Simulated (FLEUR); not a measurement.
# MnO (Manganosite): which magnetic order is lowest, part 2 of 2

Does MnO (Manganosite) prefer parallel or opposed moments?

FLEUR MaX-R8.1; PBEsol with U = 4.9 eV, J = 0.9 eV on Mn d; all-electron FLAPW, Dirac cores, scalar-relativistic bands.

So far, largest spin moment in the muffin-tin sphere (μB): step 2 (start 1: ferro +) 4.72.

## (3) Start 2: antiferro q=(0,1/2,1/2) +-

An opposed order shows whether neighbours prefer unlike signs.

This order needs a doubled cell of 4 atoms. The mesh is halved along the doubled vector, so that both cells sample the same points. The k list default-1 (kpts.xml, not shown) is a Γ-centred 8×4×8 mesh.

inp.xml reads:

```
<?xml version="1.0" encoding="UTF-8" standalone="no"?>
<fleurInput fleurInputVersion="0.39">
   <comment>
      MnO
   </comment>
   <calculationSetup>
      <cutoffs Kmax="4.05" Gmax="12.1" GmaxXC="12.1" numbands="0"/>
      <scfLoop itmax="130" minDistance="0.0001" maxIterBroyd="15" imix="Anderson" alpha="0.05" precondParam="0.0" spinf="2.0" sdNocoIR="T"/>
      <coreElectrons ctail="T" frcor="F" kcrel="0" coretail_lmax="0"/>
      <xcFunctional name="PBEs" relativisticCorrections="F"/>
      <magnetism jspins="2"/>
      <soc l_soc="F" theta="0.0" phi="0.0" spav="F"/>
      <expertModes spex="0" secvar="F"/>
      <geometryOptimization l_f="F" forcealpha="1.0" forcemix="BFGS" epsdisp="0.00001" epsforce="0.00001"/>
      <ldaU l_linMix="F" mixParam="0.05" spinf="1.0"/>
   </calculationSetup>
   <cell>
      <bzIntegration valenceElectrons="42.0" mode="hist" fermiSmearingEnergy="0.00110248">
         <kPointListSelection listName="default-1"/>
         <xi:include xmlns:xi="http://www.w3.org/2001/XInclude" href="kpts.xml"> </xi:include>
      </bzIntegration>
      <xi:include xmlns:xi="http://www.w3.org/2001/XInclude" href="sym.xml"> </xi:include>
      <bulkLattice scale="1.0">
         <bravaisMatrix>
            <row-1>    0.0000000000000000     4.2008611749857998     4.2008611749857998</row-1>
            <row-2>    8.4017223499715996     0.0000000000000000     8.4017223499715996</row-2>
            <row-3>    8.4017223499715996     4.2008611749857998     4.2008611749857998</row-3>
         </bravaisMatrix>
      </bulkLattice>
   </cell>
   <atomSpecies>
      <species name="Manganese 4.500" element="Mn" atomicNumber="25">
         <mtSphere radius="2.62" gridPoints="867" logIncrement="0.014"/>
         <atomicCutoffs lmax="10" lnonsphr="8"/>
         <electronConfig flipSpins="F">
            <coreConfig>(1s1/2) (2s1/2) (2p1/2) (2p3/2)</coreConfig>
            <valenceConfig>(3s1/2) (3p1/2) (3p3/2) (4s1/2) (3d3/2) (3d5/2)</valenceConfig>
            <stateOccupation state="(3d3/2)" spinUp="1.75" spinDown="0.25"/>
            <stateOccupation state="(3d5/2)" spinUp="3.0" spinDown="0.0"/>
         </electronConfig>
         <energyParameters s="4" p="4" d="3" f="4"/>
         <ldaU l="2" U="4.9" J="0.9" l_amf="F"/>
         <lo type="SCLO" l="0" n="3" eDeriv="0"/>
         <lo type="SCLO" l="1" n="3" eDeriv="0"/>
      </species>
      <species name="Manganese -4.500" element="Mn" atomicNumber="25">
         <mtSphere radius="2.62" gridPoints="867" logIncrement="0.014"/>
         <atomicCutoffs lmax="10" lnonsphr="8"/>
         <electronConfig flipSpins="F">
            <coreConfig>(1s1/2) (2s1/2) (2p1/2) (2p3/2)</coreConfig>
            <valenceConfig>(3s1/2) (3p1/2) (3p3/2) (4s1/2) (3d3/2) (3d5/2)</valenceConfig>
            <stateOccupation state="(3d3/2)" spinUp="0.25" spinDown="1.75"/>
            <stateOccupation state="(3d5/2)" spinUp="0.0" spinDown="3.0"/>
         </electronConfig>
         <energyParameters s="4" p="4" d="3" f="4"/>
         <ldaU l="2" U="4.9" J="0.9" l_amf="F"/>
         <lo type="SCLO" l="0" n="3" eDeriv="0"/>
         <lo type="SCLO" l="1" n="3" eDeriv="0"/>
      </species>
      <species name="Oxygen (O)" element="O" atomicNumber="8">
         <mtSphere radius="1.48" gridPoints="489" logIncrement="0.022"/>
         <atomicCutoffs lmax="6" lnonsphr="4"/>
         <electronConfig flipSpins="F">
            <coreConfig>(1s1/2)</coreConfig>
            <valenceConfig>(2s1/2) (2p1/2) (2p3/2)</valenceConfig>
            <stateOccupation state="(2p1/2)" spinUp="0.666667" spinDown="0.666667"/>
            <stateOccupation state="(2p3/2)" spinUp="1.333333" spinDown="1.333333"/>
         </electronConfig>
         <energyParameters s="2" p="2" d="3" f="4"/>
      </species>
   </atomSpecies>
   <atomGroups>
      <atomGroup species="Manganese 4.500">
         <relPos label="                   1">.0000000000 .0000000000 .0000000000</relPos>
         <force calculate="T" relaxXYZ="TTT"/>
      </atomGroup>
      <atomGroup species="Manganese -4.500">
         <relPos label="                   2">.0000000000 1.000/2.000 .0000000000</relPos>
         <force calculate="T" relaxXYZ="TTT"/>
      </atomGroup>
      <atomGroup species="Oxygen (O)">
         <relPos label="                   3">1.000/2.000 .0000000000 1.000/2.000</relPos>
         <force calculate="T" relaxXYZ="TTT"/>
      </atomGroup>
      <atomGroup species="Oxygen (O)">
         <relPos label="                   4">1.000/2.000 1.000/2.000 1.000/2.000</relPos>
         <force calculate="T" relaxXYZ="TTT"/>
      </atomGroup>
   </atomGroups>
   <output dos="F" band="F" slice="F">
      <bandDOS minEnergy="-.5*Htr" maxEnergy="0.5*Htr" sigma="0.015" storeEVData="T"/>
      <plotting iplot="0" polar="F">
         <plot TwoD="T" vec1="  1.0  0.0  0.0" vec2="  0.0  1.0  0.0" vec3="  0.0  0.0  1.0" zero="  0.0  0.0  0.0" file="plot"/>
      </plotting>
      <moessbauerParams electricFieldGradient="F" isomerShift="F" coreHyperfine="F" valenceHyperfine="F"/>
   </output>
</fleurInput>
```

crystal.txt reads:

```
MnO
&input film=F cartesian=F /
0.00000000000  2.22300000000  2.22300000000
4.44600000000  0.00000000000  4.44600000000
4.44600000000  2.22300000000  2.22300000000
1.8897261246
1.0 1.0 1.0

4
25 0.00000000000  0.00000000000  0.00000000000 : 4.500
25 0.00000000000  0.50000000000  0.00000000000 : -4.500
8 0.50000000000  0.00000000000  0.50000000000
8 0.50000000000  0.50000000000  0.50000000000

&kpt div1=8 div2=4 div3=8 gamma=T /
```

Command:

```bash
OMP_NUM_THREADS=1 inpgen -f crystal.txt > inpgen.log  # inp.xml is then edited as shown
OMP_NUM_THREADS=1 mpirun -n 4 fleur_MPI > fleur.log
```

The program printed:

```text
[banner, memory and clock lines left out]
Welcome to FLEUR        (www.flapw.de)
      MaX-Release 8.1          (www.max-centre.eu)

 ========== k-point set info ==========
 Selected k-point list: default-1
 k-point list type: mesh
 0 x 0 x 0
 Number of k points: 80

 ------------Calculation Setup---------------------------
 Number of PE/node        :            4
 Number of OMP-threads    :            1
 k-points in parallel     :            4
 pe's per k-point         :            1
 No of k-point loops      :           20
 Eigenvalue solver        :       lapack
 Number of basis functions:          376
 Approximate size of matrices (H+S) per k-point:         0.002 GB
 no density matrix found ... skipping LDA+U
 Reset of history
 Iteration:     1   Distance:      20.36403836 me/bohr^3
 Iteration:     2   Distance:      17.95832400 me/bohr^3
 Iteration:     3   Distance:      15.42601047 me/bohr^3
 Iteration:     4   Distance:       8.03352971 me/bohr^3
 Iteration:     5   Distance:       5.97700703 me/bohr^3
 Iteration:     6   Distance:       2.51214263 me/bohr^3
 Iteration:     7   Distance:       1.14078730 me/bohr^3
 Iteration:     8   Distance:       0.47045203 me/bohr^3
 Iteration:     9   Distance:       0.13304702 me/bohr^3
 Iteration:    10   Distance:       0.06368267 me/bohr^3
 Iteration:    11   Distance:       0.01316701 me/bohr^3
 Iteration:    12   Distance:       0.01152029 me/bohr^3
 Iteration:    13   Distance:       0.00560344 me/bohr^3
 Iteration:    14   Distance:       0.00124632 me/bohr^3
 Iteration:    15   Distance:       0.00022794 me/bohr^3
 Iteration:    16   Distance:       0.00015174 me/bohr^3
 Iteration:    17   Distance:       0.00014118 me/bohr^3
 Iteration:    18   Distance:       0.00005609 me/bohr^3

 ********************************************************************
 Run finished successfully
 Stop message:
   all done
 ********************************************************************

--- out.xml (last complete iteration) ---
<iteration numberForCurrentRun="   18" overallNumber="   18">
         [... left out ...]
         <bandgap value="0.7520893839" units="eV"/>
         <sumValenceSingleParticleEnergies value="-25.8069221226" units="Htr"/>
         <FermiEnergy value="0.2959002901" units="Htr"/>
         <valenceDensity>
            <mtCharges spin="1">
               <mtCharge atomType="1" total="9.4226339" s="1.1886082" p="3.2374066" d="4.9208321" f="0.0529354"/>
               <mtCharge atomType="2" total="4.7228548" s="1.1456745" p="3.1965039" d="0.3031107" f="0.0538065"/>
               <mtCharge atomType="3" total="2.3461421" s="0.7300077" p="1.6137614" d="0.0020750" f="0.0002445"/>
               <mtCharge atomType="4" total="2.3948174" s="0.7373456" p="1.6534138" d="0.0035344" f="0.0004378"/>
            </mtCharges>
            <mtCharges spin="2">
               <mtCharge atomType="1" total="4.7228541" s="1.1456743" p="3.1965037" d="0.3031104" f="0.0538065"/>
               <mtCharge atomType="2" total="9.4226344" s="1.1886085" p="3.2374070" d="4.9208319" f="0.0529354"/>
               <mtCharge atomType="3" total="2.3948182" s="0.7373457" p="1.6534144" d="0.0035344" f="0.0004378"/>
               <mtCharge atomType="4" total="2.3461410" s="0.7300075" p="1.6137605" d="0.0020750" f="0.0002445"/>
            </mtCharges>
            <spinDependentCharge spin="1" total="21.0000000" interstitial="2.1135518" mtSpheres="18.8864482"/>
            <spinDependentCharge spin="2" total="21.0000000" interstitial="2.1135524" mtSpheres="18.8864476"/>
            <totalCharge value="42.0000000000"/>
         </valenceDensity>
         [... left out ...]
         <magneticMomentsInMTSpheres units="muBohr">
            <globalMagMoment atomType="1" vec="0.00000   0.00000   4.69978"/>
            <localMagMoment atomType="1" vec="0.00000   0.00000   4.69978"/>
            <globalMagMoment atomType="2" vec="0.00000   0.00000  -4.69978"/>
            <localMagMoment atomType="2" vec="0.00000   0.00000  -4.69978"/>
            <globalMagMoment atomType="3" vec="0.00000   0.00000  -0.04868"/>
            <localMagMoment atomType="3" vec="0.00000   0.00000  -0.04868"/>
            <globalMagMoment atomType="4" vec="0.00000   0.00000   0.04868"/>
            <localMagMoment atomType="4" vec="0.00000   0.00000   0.04868"/>
         </magneticMomentsInMTSpheres>
         [... left out ...]
         <totalEnergy value="    -2465.0679527242" units="Htr">
            <sumOfEigenvalues value="    -1417.9751469486">
               <coreElectrons value="-1392.1682248260"/>
               <valenceElectrons value="-25.8069221226"/>
            </sumOfEigenvalues>
            <densityCoulombPotentialIntegral value="-3755.0352103208"/>
            <densityEffectivePotentialIntegral value="-3910.9359790733"/>
            <chargeDenXCDenIntegral value="-119.1737211508"/>
            <FockExchangeEnergyValence value="0.0000000000"/>
            <FockExchangeEnergyCore value="0.0000000000"/>
         [... left out ...]
            <dftUCorrection value="-0.7161910575"/>
            <tkbTimesEntropy value="0.0000000000"/>
            <freeEnergy value="-2465.0679527242"/>
            <extrapolationTo0K value="-2465.0679527242"/>
         </totalEnergy>
         [... left out ...]
         <ldaUDensityMatrixConvergence>
            <distance spin="1" distance="0.000001"/>
            <distance spin="2" distance="0.000001"/>
         </ldaUDensityMatrixConvergence>
         <densityConvergence units="me/bohr^3">
            <chargeDensity spin="1" distance="0.0000368849"/>
            <chargeDensity spin="2" distance="0.0000400685"/>
            <overallChargeDensity distance="0.0000560928"/>
            <spinDensity distance="0.0000527784"/>
         </densityConvergence>
      </iteration>
```

Run time: 61 s. Hardware: 4 MPI ranks of Arm Neoverse V1, shared host; peak memory 0.42 GiB.

Spin moment in the muffin-tin sphere by atom:

| atom | spin moment in the muffin-tin sphere (μB) |
| --- | --- |
| Mn1 | 4.70 |
| Mn2 | -4.70 |
| O3 | -0.05 |
| O4 | 0.05 |

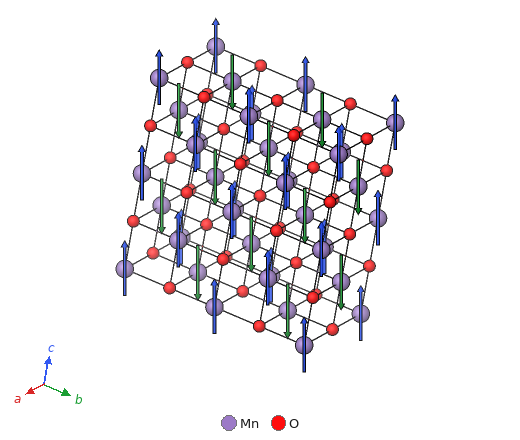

Spin moment in the muffin-tin sphere as arrows, the longest 4.70 μB. Up and down stand for the sign. Arrows give size and sign along the axis of quantisation, drawn up and down the page. The two directions have two colours. 1×2×2 conventional cells are drawn. Some periodic images of atoms are drawn too.

This step gave:

```yaml
free_energy: -67077.9162 eV
program_s_band_gap_on_this_mesh_in_a_metal_only_a_level_spacing: 0.7521 eV
magnetization: 0 μB
final_state: antiferromagnetic
```

It lies 47.1 meV a seeded atom under the first start, and its largest moment is 4.70 μB against 4.72 μB.

## (4) Start 3: antiferro q=(0,0,1/2) +-

Reversing part of the moments tests the sign of the couplings between them.

This order needs a doubled cell of 4 atoms. The mesh is halved along the doubled vector, so that both cells sample the same points. The k list default-1 (kpts.xml, not shown) is a Γ-centred 8×8×4 mesh.

inp.xml: that of step 3 with these lines changed.

```diff
@@ -25,4 +25,4 @@
             <row-1>    0.0000000000000000     4.2008611749857998     4.2008611749857998</row-1>
-            <row-2>    8.4017223499715996     0.0000000000000000     8.4017223499715996</row-2>
-            <row-3>    8.4017223499715996     4.2008611749857998     4.2008611749857998</row-3>
+            <row-2>    4.2008611749857998     0.0000000000000000     4.2008611749857998</row-2>
+            <row-3>    8.4017223499715996     8.4017223499715996     0.0000000000000000</row-3>
          </bravaisMatrix>
@@ -77,3 +77,3 @@
       <atomGroup species="Manganese -4.500">
-         <relPos label="                   2">.0000000000 1.000/2.000 .0000000000</relPos>
+         <relPos label="                   2">.0000000000 .0000000000 1.000/2.000</relPos>
          <force calculate="T" relaxXYZ="TTT"/>
@@ -81,7 +81,4 @@
       <atomGroup species="Oxygen (O)">
-         <relPos label="                   3">1.000/2.000 .0000000000 1.000/2.000</relPos>
-         <force calculate="T" relaxXYZ="TTT"/>
-      </atomGroup>
-      <atomGroup species="Oxygen (O)">
-         <relPos label="                   4">1.000/2.000 1.000/2.000 1.000/2.000</relPos>
+         <relPos label="                   3">1.000/2.000 1.000/2.000 1.000/4.000</relPos>
+         <relPos label="                   4">1.000/2.000 1.000/2.000 -1.000/4.000</relPos>
          <force calculate="T" relaxXYZ="TTT"/>
```

crystal.txt reads:

```
MnO
&input film=F cartesian=F /
0.00000000000  2.22300000000  2.22300000000
2.22300000000  0.00000000000  2.22300000000
4.44600000000  4.44600000000  0.00000000000
1.8897261246
1.0 1.0 1.0

4
25 0.00000000000  0.00000000000  0.00000000000 : 4.500
25 0.00000000000  0.00000000000  0.50000000000 : -4.500
8 0.50000000000  0.50000000000  0.25000000000
8 0.50000000000  0.50000000000  0.75000000000

&kpt div1=8 div2=8 div3=4 gamma=T /
```

The program printed:

```text
[banner, memory and clock lines left out]
Welcome to FLEUR        (www.flapw.de)
      MaX-Release 8.1          (www.max-centre.eu)

 ========== k-point set info ==========
 Selected k-point list: default-1
 k-point list type: mesh
 0 x 0 x 0
 Number of k points: 80

 [... set-up left out ...]
 no density matrix found ... skipping LDA+U
 Reset of history
 Iteration:     1   Distance:      20.00995351 me/bohr^3
 Iteration:     2   Distance:      17.88958301 me/bohr^3
 Iteration:     3   Distance:      15.37067076 me/bohr^3
 Iteration:     4   Distance:       8.08690999 me/bohr^3
[...]
[... left out ...]
            <freeEnergy value="-2465.0692708814"/>
            <extrapolationTo0K value="-2465.0692708814"/>
         </totalEnergy>
         [... left out ...]
         <ldaUDensityMatrixConvergence>
            <distance spin="1" distance="0.000003"/>
            <distance spin="2" distance="0.000002"/>
         </ldaUDensityMatrixConvergence>
         <densityConvergence units="me/bohr^3">
            <chargeDensity spin="1" distance="0.0000752010"/>
            <chargeDensity spin="2" distance="0.0000533686"/>
            <overallChargeDensity distance="0.0000967205"/>
            <spinDensity distance="0.0000874754"/>
         </densityConvergence>
      </iteration>
```

Wall time 46 s (4 MPI ranks); peak memory 0.37 GiB.

Spin moment in the muffin-tin sphere by atom:

| atom | spin moment in the muffin-tin sphere (μB) |
| --- | --- |
| Mn1 | 4.64 |
| Mn2 | -4.64 |
| O3 | 0.00 |
| O4 | 0.00 |

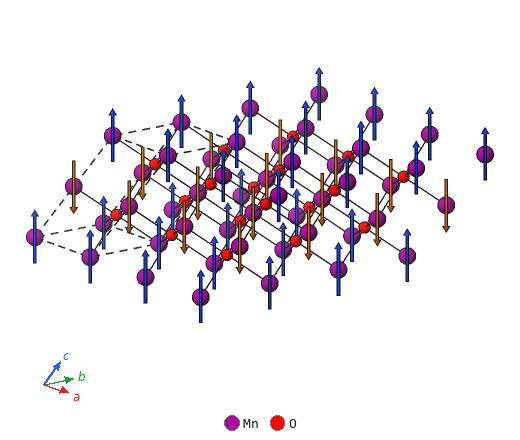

Spin moment in the muffin-tin sphere as arrows, the longest 4.64 μB. Up and down stand for the sign. Arrows give size and sign along the axis of quantisation, drawn up and down the page. The two directions have two colours. Bonds to atoms that aren't drawn are left out. 3×3×1 cells are drawn. Some periodic images of atoms are drawn too.

Read from the output:

```
free energy                                                       : -67077.9521 eV
program's band gap on this mesh (in a metal only a level spacing) : 1.762 eV
magnetization                                                     : 0 μB
final state                                                       : antiferromagnetic
```

It lies 65.0 meV a seeded atom under the first start, and its largest moment is 4.64 μB against 4.72 μB.

## (5) The states side by side

Free energies are divided by the number of seeded atoms, so that cells of unlike size compare. Wavevectors q in the names are fractions of the primitive cell's reciprocal vectors.

Orders:

| start | final state | typed order kept | energy over the lowest (meV a seeded atom) | largest sphere moment (μB) | net moment (μB a primitive cell) | mesh matched | CPU time (s) |
| --- | --- | --- | --- | --- | --- | --- | --- |
| ferro + | ferromagnetic | yes | 64.99 | 4.722 | 5 | yes | 42.02 |
| antiferro q=(0,1/2,1/2) +- | antiferromagnetic | yes | 17.93 | 4.7 | 0 | yes | 244.8 |
| antiferro q=(0,0,1/2) +- | antiferromagnetic | yes | 0 | 4.645 | 0 | yes | 183.2 |

## (6) What came out

```json
{
 "lowest state found": "antiferromagnetic (typed antiferro q=(0,0,1/2) +-)",
 "largest site spin moment": "4.64 μB",
 "next finished state": "antiferromagnetic, 17.9 meV a seeded atom higher"
}
```

What this shows: The lowest state found is antiferromagnetic, reached from the start antiferro q=(0,0,1/2) +-, with moments up to 4.64 μB. The next finished state costs 18 meV a seeded atom. Only 3 starts were tried; other patterns of signs, canted and longer-period orders were not. Under a U the differences between the orders can hold more than exchange, though the occupations look alike: the program's gaps run from 0.19 to 1.76 eV.

[Logs and program files are shortened in this print: banners, set-up blocks, solver, clock and traceback lines can be left out without a mark of their own.]

[Logs are printed without paths, hosts, clocks, repeated set-up lines and the standing remarks that a program may print on its own settings, such as how far it seeks lower states.]

[Hosts, paths, dates, database ids (printed as entryN), source tags and the programs' standing remarks are cut or masked in the printed files.]

[Where a cell is said to come from a database of computed structures, the database is the Materials Project.]
